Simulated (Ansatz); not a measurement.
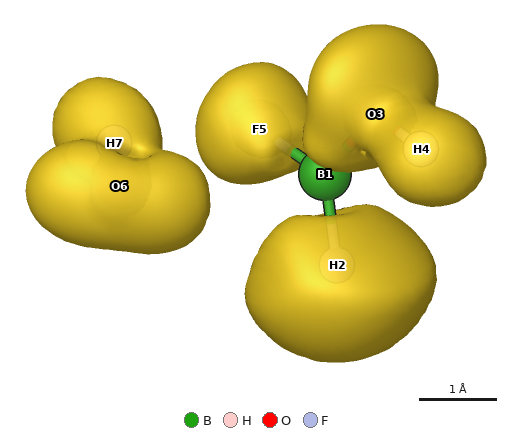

BFH2O···OH (doublet). Isosurface of the ELF at 0.75 (yellow), seen from one side. Only the valence region is drawn (cores and ρ < 0.01 e/Å³ removed).

Level of theory: UHF/def2-SVP in Ansatz 0.2.0.

```xyz
7

B    -0.0091   -0.5667    0.0449
H     0.1612   -1.7426    0.1704
O     0.9072    0.2697   -0.4435
H     1.7383   -0.1267   -0.6500
F    -1.1853   -0.0549    0.3702
O     0.1439    0.0508    2.9521
H    -0.6716    0.4174    2.6081
```

**What do the ELF domains correspond to?**

The surface consists of one region around a hydrogen nucleus, one region on F in which the atom's valence shell and bonds are merged and two joined regions spread over several atoms (H, O), in which their bonds and any lone pairs are merged. Along the contacts the grid gives the following. B1···O6 (2.98 Å): the ELF dips to about 0 between them: a weak contact between the two molecules. B–F (1.32 Å): the ELF peaks at about 0.85 between the atoms (a shared but strongly polarised pair).
